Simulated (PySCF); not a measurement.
Vertical excitations of a molecule C3H8Si from TDDFT-PBE/def2-SVPD (PySCF 2.14.0), as energy in eV (oscillator strength): 6.19 (0.250), 6.30 (0.002), 6.32 (0.000), 6.68 (0.002), 6.85 (0.014), 6.91 (0.003), 7.17 (0.028), 7.26 (0.008), 7.39 (0.006), 7.52 (0.010). Lowest triplet (TDA): 4.07 eV. Geometry: r2SCAN-D4/def2-SVP. Other conformers were not sampled.

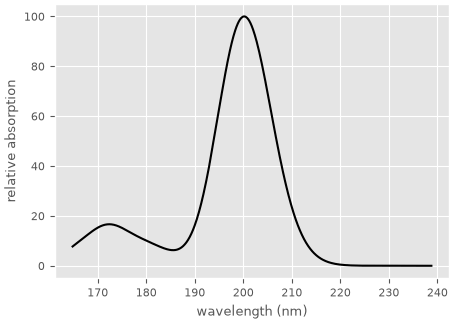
Fig. 1. The lines broadened by 0.4 eV.

**Question.** Pick the molecule that these values belong to.
A. C1C[SiH2]C1
B. C=C(C)[SiH3]
C. C/C=C\[SiH3]
D. C=CC[SiH3]

**Answer.** C, C/C=C\[SiH3]
